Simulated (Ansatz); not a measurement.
## Electronic structure of BH$_{6}$SbSi (SMILES [BH2][SbH][SiH3]) in real space

Input

```
crystal:
  periodic: [false, false, false]
  atoms:
    - {symbol: B, position_ang: [-1.255835, 1.028378, -0.920247]}
    - {symbol: Sb, position_ang: [0.938105, 0.897076, -0.849138]}
    - {symbol: Si, position_ang: [0.752223, -1.198742, 0.616092]}
    - {symbol: H, position_ang: [-1.861892, 0.113749, -1.392548]}
    - {symbol: H, position_ang: [-1.835740, 2.007511, -0.563607]}
    - {symbol: H, position_ang: [1.156982, 1.986095, 0.444221]}
    - {symbol: H, position_ang: [2.082050, -1.488085, 1.212424]}
    - {symbol: H, position_ang: [0.355774, -2.318230, -0.276327]}
    - {symbol: H, position_ang: [-0.243168, -1.073952, 1.711929]}
basis:
  gaussian: {orbitals: def2-TZVPP}
hamiltonian: {xc: pbe0, dispersion: d4}
output: {orbitals: {seedname: orbitals}}
```

Run with:

```sh
ansatz run in.yaml --threads 2 --pin off --events-out ev --progress --plain --max-ram 4352MiB
```

Geometry: PBE0-D4/def2-TZVP; core potentials replace the inner electrons of Sb.

The calculation used RKS PBE0-D4/def2-TZVPP in Ansatz.

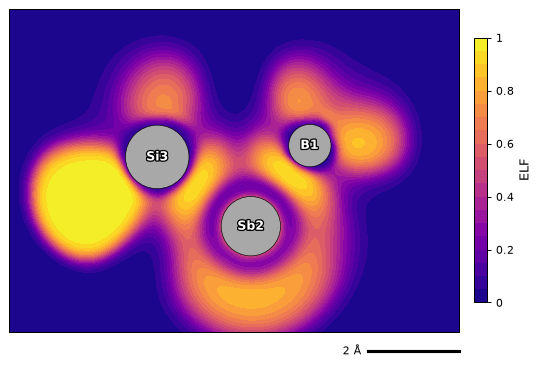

Figure 1. ELF on the plane of atoms B1, Sb2 and Si3. Grey discs cover the atomic cores.

Q: What does the map show?

A:
- The plane passes through B, Sb and Si nuclei.
- B–Sb (2.20 Å): the ELF peaks at about 0.95 in the valence shell of B, 0.8 Å from its nucleus, and drops to about 0.20 between the two atoms.
- Si–Sb (2.56 Å): the ELF peaks at about 0.95 between the atoms, as expected for a covalent bond.
- The ELF also peaks beside Sb2, away from the bonds: lone-pair regions.

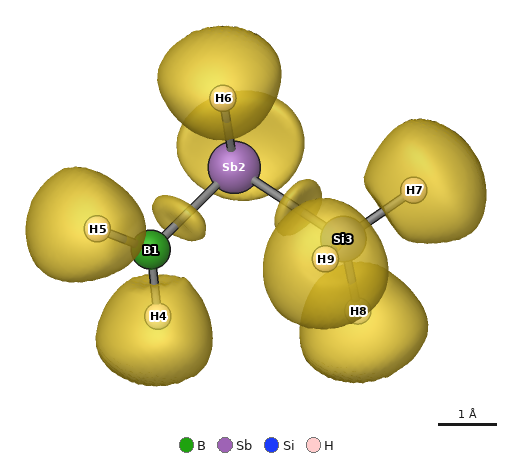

Figure 2. Isosurface of the electron localisation function at 0.85 (yellow), seen across its widest extent. Only the valence region is drawn (cores and ρ < 0.01 e/Å³ removed).

Q: Identify the bonds, lone pairs and shells in this picture.

A: The ELF exceeds this value in one region between bonded Sb–Si atoms (shared pairs), six regions around hydrogen nuclei, one lobe of the valence shell of B pointing towards Sb (polar bonds) and one lobe on Sb, pointing away from the bonds (lone pairs).

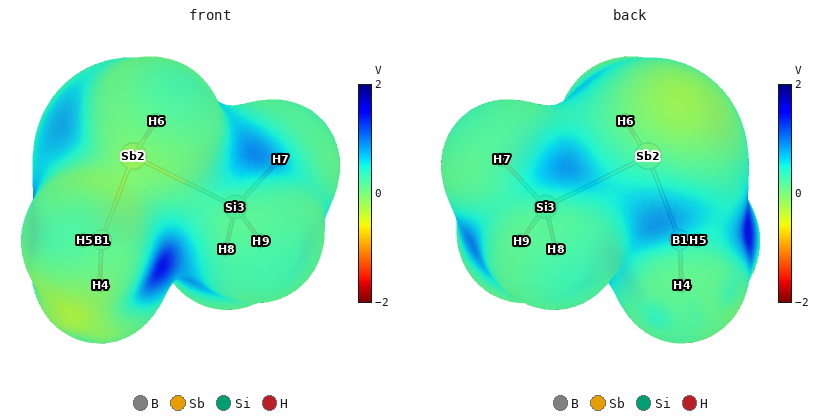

Figure 3. The electrostatic potential painted on the density surface at 0.002 e/bohr³, seen from the front and from behind; the colour scale runs from red (negative) to blue (positive).

Q: Where is the surface potential most negative and most positive?

A: The most negative region (about −0.3 V) lies over H4, the most positive (about +1.5 V) over B1.

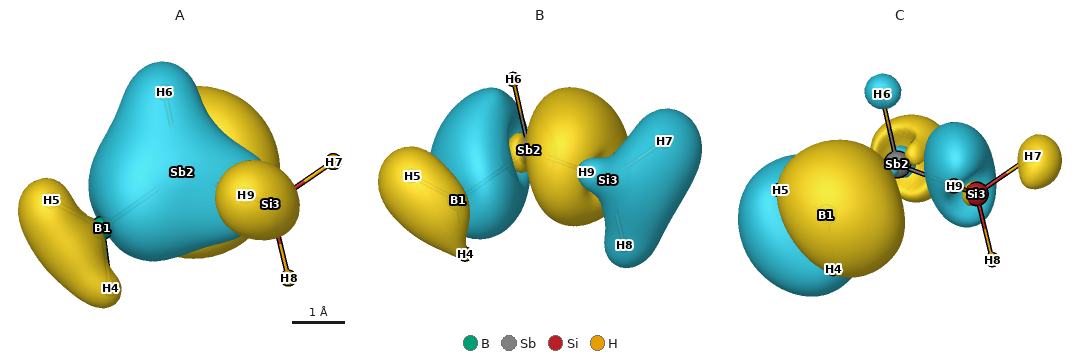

Figure 4. Three frontier orbitals at ±0.08 Å⁻³ᐟ² (yellow and cyan are the two phases), in no order.

Q: Which picture is the HOMO−1, the HOMO and the LUMO?

A: B is the HOMO−1 (−7.96 eV). Its weight (Hirshfeld) is mainly on Sb2 (about 45 %), Si3 (about 25 %) and B1 (about 15 %). A is the HOMO (−7.11 eV). By Hirshfeld shares it lies mainly on Sb2 (about 65 %), B1 (about 15 %) and Si3 (about 5 %). C is the LUMO (−2.20 eV). Its weight (Hirshfeld) is mainly on B1 (about 55 %), Sb2 (about 15 %), Si3 (about 10 %), H5 (about 5 %) and H4 (about 5 %).

Q: What is the HOMO–LUMO gap?

A: 4.91 eV between the orbital energies.
